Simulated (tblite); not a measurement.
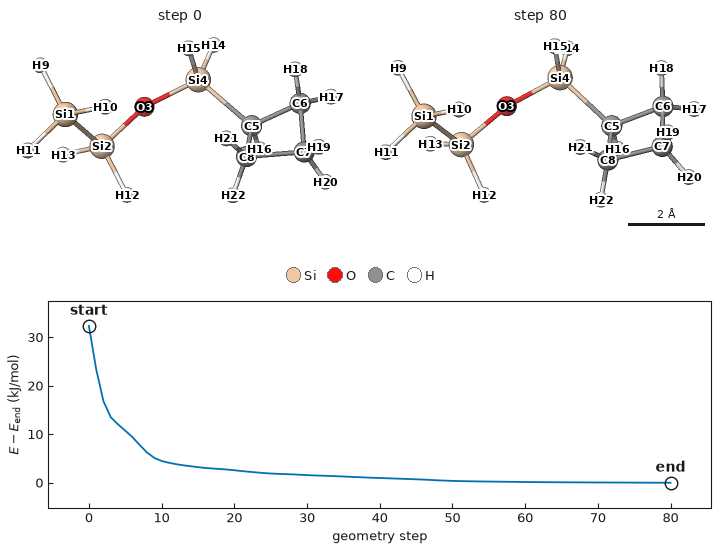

First and last geometry of a relaxation of C₄H₁₄OSi₃, with the history of the run. A ball-and-stick model, seen from a free direction.

Theory: tblite, GFN2-xTB geometry optimisation, gas phase. 

Q: Read the history and describe the run.

A: It converged. After 80 geometry steps the energy has fallen by 32.4 kJ/mol. H19 moves most after the best rigid fit: 0.50 Å. By element the largest moves are H 0.50 Å, O 0.29 Å, C 0.20 Å, Si 0.09 Å. Near-neighbour distances that change, for instance: O3–Si4 1.661 → 1.619 Å, Si2–O3 1.666 → 1.629 Å, Si4–H14 1.491 → 1.461 Å, Si1–H10 1.500 → 1.471 Å. Bond angles that change, for instance: Si2–O3–Si4 138.8° → 155.2°, Si1–Si2–H13 109.9° → 116.5°, H14–Si4–H15 107.1° → 112.9°.

| step | E − E(0), kJ/mol |
| --- | --- |
| 0 | 0.00 |
| 1 | -8.92 |
| 2 | -15.53 |
| 3 | -18.82 |
| 4 | -20.32 |
| 5 | -21.61 |
| 6 | -22.96 |
| 7 | -24.60 |
| 8 | -26.12 |
| 9 | -27.23 |
| 10 | -27.86 |
| 14 | -28.95 |
| 17 | -29.42 |
| 21 | -29.94 |
| 25 | -30.45 |
| 28 | -30.63 |
| 32 | -30.90 |
| 36 | -31.13 |
| 39 | -31.33 |
| 43 | -31.54 |
| 47 | -31.78 |
| 51 | -32.01 |
| 54 | -32.09 |
| 58 | -32.17 |
| 62 | -32.23 |
| 65 | -32.26 |
| 69 | -32.29 |
| 73 | -32.32 |
| 76 | -32.34 |
| 80 | -32.35 |
